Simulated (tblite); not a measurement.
# Run report: SiAsH5O, polarizability calculation

The run: polarizability calculation of SiAsH5O. Method and program: GFN1-xTB, R-SCC (tblite 0.8.0).

The geometry comes from this level: GFN2-xTB.

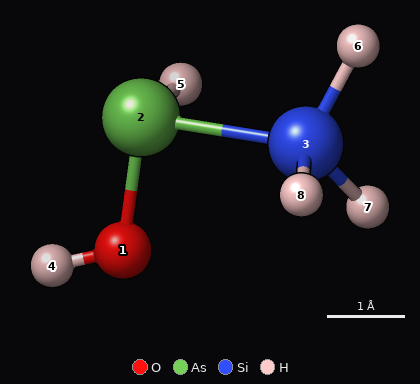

Figure 1. The structure as given in the input (ball-and-stick view, seen at a tilt; atoms are numbered from 1 in the order of the input). Bond lengths as drawn: As–H 1.52 Å, As–O 1.81 Å, As–Si 2.33 Å, H–O 0.96 Å and H–Si 1.47 Å.

## Results in brief

```json
{"quantity": "outcome", "value": "converged"}
{"quantity": "total energy", "value": "−11.629882 hartree"}
{"quantity": "basis functions", "value": "32"}
{"quantity": "largest force", "value": "0.434 eV/Å"}
{"quantity": "HOMO", "value": "−10.94 eV"}
{"quantity": "LUMO", "value": "−6.64 eV"}
{"quantity": "dipole moment", "value": "2.19 D"}
{"quantity": "hardware", "value": "1 thread of Intel Xeon @ 2.50GHz (Skylake/Cascade Lake), 189 GiB of memory available, shared host"}
{"quantity": "wall time", "value": "1.6 s"}
{"quantity": "peak memory", "value": "0.067 GiB"}
```

## Input file (calc.py)
```python
import json
import numpy as np
from tblite.interface import Calculator
from tblite.library import ffi
from tblite.interface import symbols_to_numbers

symbols = list(map(str, np.loadtxt("start.xyz", skiprows=2, usecols=0, dtype=str, ndmin=1)))
numbers = np.array(symbols_to_numbers(symbols))
positions = np.loadtxt("start.xyz", skiprows=2, usecols=(1, 2, 3), ndmin=2) / 0.52917721

def dipole(field):
    xtb = Calculator("GFN1-xTB", numbers, positions, charge=0, uhf=0)
    xtb.set("verbosity", 0)
    xtb.set("accuracy", 0.01)
    xtb.add("electric-field", ffi.new("double[3]", list(field)))
    return xtb.singlepoint()

F = 0.001  # field step, atomic units
result = dipole([0.0, 0.0, 0.0])
alpha = np.array([(dipole(F * v).get('dipole') - dipole(-F * v).get('dipole')) / (2 * F) for v in np.eye(3)])
print(f"E = {result.get('energy'):.8f} Eh")
print("polarizability tensor (bohr^3)")
for row in alpha:
    print("".join(f"{v:12.4f}" for v in row))
w = np.linalg.eigvalsh((alpha + alpha.T) / 2)
print("principal values", np.round(w, 3), " isotropic %.3f" % w.mean())
out = {k: np.asarray(result.get(k)).tolist() for k in ("energy", "gradient", "charges", "dipole", "orbital-energies", "orbital-occupations")}
out.update(symbols=symbols, positions=(positions * 0.529177210903).tolist(), alpha=alpha.tolist())
json.dump(out, open("results.json", "w"))
```

## File start.xyz
```
8

O     -1.276180     0.273640    -1.373560
As    -0.539340     1.198650    -0.001970
Si     0.602790    -0.659440     0.817160
H     -2.019440     0.746050    -1.748890
H      0.687980     1.670890    -0.757380
H      1.601740    -0.245470     1.812140
H      1.288760    -1.421230    -0.229790
H     -0.346310    -1.563090     1.482290
```

Launch command:
```bash
python calc.py
```

## Output
```
E = -11.62988172 Eh
polarizability tensor (bohr^3)
     71.3194     -5.3428      6.6034
     -5.3428     72.4616     -9.4068
      6.6032     -9.4067     64.9456
principal values [57.974 66.653 84.099]  isotropic 69.576
```

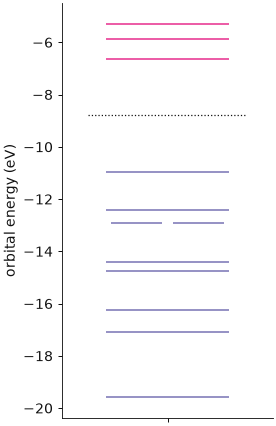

Figure 2. Orbital energies near the frontier; the dotted line parts filled from empty levels, and levels within 0.02 eV of each other stand side by side. Highest filled −10.94 eV, lowest empty −6.64 eV, 4.30 eV apart.

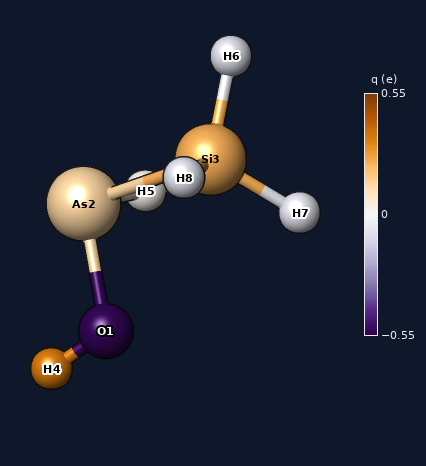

Figure 3. Mulliken charges, as the colour of each atom (ball-and-stick view, seen at a tilt; atoms are numbered from 1 in the order of the input). By element: O −0.53, As +0.14, Si +0.24 and H −0.08 to +0.34 e.
